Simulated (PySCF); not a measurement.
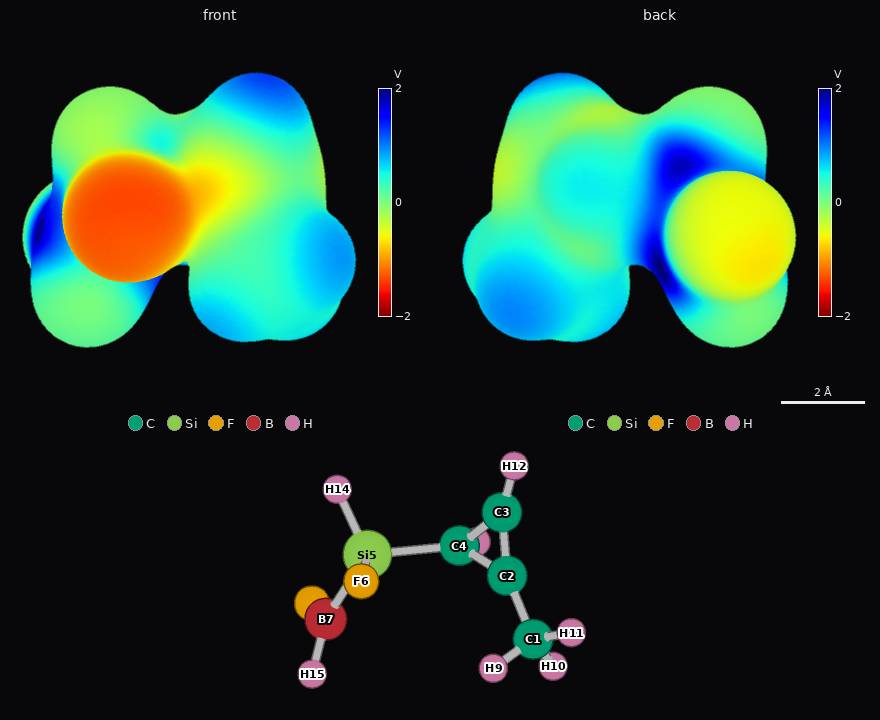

*C₄H₇BF₂Si. The electrostatic potential painted on the density surface at 0.002 e/bohr³, seen from the front and from behind; red is negative and blue positive. The bare structure is drawn below in the same view.*

Geometry: GFN2-xTB.

The calculation used PySCF, PBE0/pcSseg-1, SCF density, gas phase, non-relativistic.

Input

```
{"job": {"kind": "nmr", "xc": "PBE0", "basis": "pcSseg-1"}, "charge": 0, "multiplicity": 1}
C     -2.255221     0.528301    -0.475880
C     -1.265266    -0.545858    -0.414398
C     -0.892154    -1.770869    -0.226325
C      0.225172    -0.795737    -0.552414
Si     1.420800    -0.210278     0.798106
F      0.436746     0.172718     2.048354
B      2.449526     1.392018     0.312914
F      3.505189     1.286049    -0.469469
H     -2.059713     1.241984     0.324843
H     -2.179669     1.058764    -1.425224
H     -3.262349     0.130986    -0.362596
H     -1.094022    -2.786631     0.001232
H      0.619381    -0.835368    -1.569735
H      2.140008    -1.360542     1.358642
H      2.207158     2.502452     0.630037
```

Command:

```sh
OMP_NUM_THREADS=1 python probes_run.py task.json out
```

### Describe the electrostatic potential map.

The most negative region (about −1.3 V) lies over F6, the most positive (about +1.9 V) over B7.
